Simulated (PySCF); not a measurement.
H₇NSi₂

The calculation's input:

```
{"job": {"kind": "nmr", "xc": "PBE0", "basis": "pcSseg-2"}, "charge": 0, "multiplicity": 1}
Si    -1.542413     0.026973    -0.315206
N     -0.071193     0.012367     0.614005
Si     1.580537    -0.041263     0.067147
H     -2.468418    -1.070836     0.107651
H     -2.296327     1.313652    -0.176781
H     -1.166349    -0.165099    -1.745859
H     -0.192077     0.064406     1.622959
H      1.554023    -0.215549    -1.414038
H      2.326709    -1.179988     0.689654
H      2.334606     1.209893     0.397337
```

Command:

```sh
OMP_NUM_THREADS=1 python cluster_run.py task.json out
```

Geometry: PBE0-D3(BJ)/def2-SVP.

These are results of PBE0/pcSseg-2, SCF density, gas phase, non-relativistic (PySCF), not measurements.

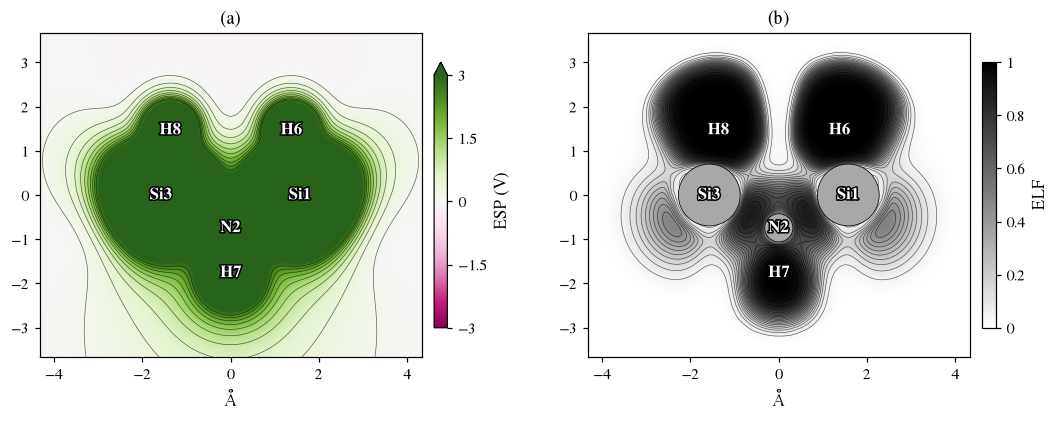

Figure 1. (a) molecular electrostatic potential; (b) electron localisation function on the plane of atoms Si1, N2 and Si3. Grey discs cover the atomic cores in the ELF map.

Question: What does the map show?

Answer: The section cuts through Si, N and H sites. Si–N (1.74 Å): the ELF peaks at about 0.90 between the atoms; a shared but strongly polarised pair. N–H (1.02 Å): the ELF climbs to about 1 towards the hydrogen, as it does in any bond to H; a covalent bond by its length. Si–H (1.49 Å): the ELF climbs to about 1 towards the hydrogen. The potential has no marked negative region in this plane.

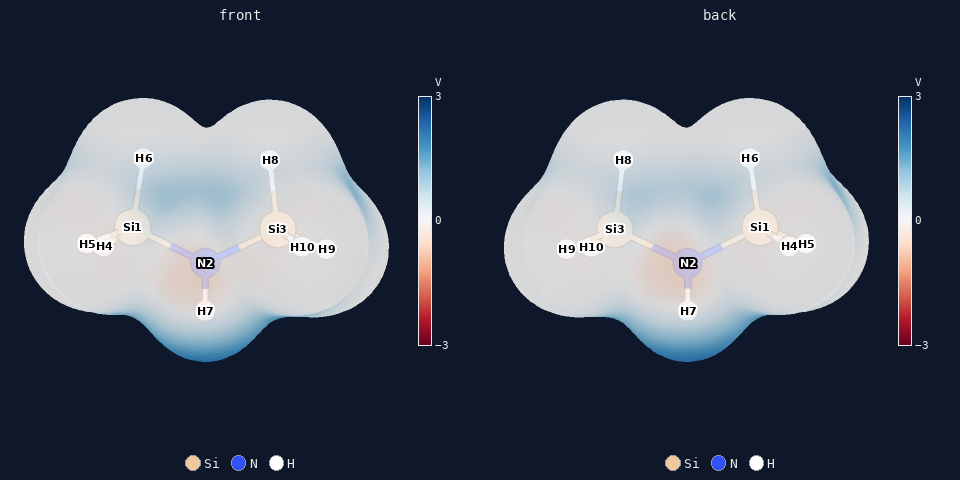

Figure 2. The electrostatic potential painted on the density surface at 0.002 e/bohr³, seen from the front and from behind; red is negative and blue positive.

Question: Where is the surface potential most negative and most positive?

Answer: The most negative region (about −0.4 V) lies over N2, the most positive (about +2.1 V) over H7.
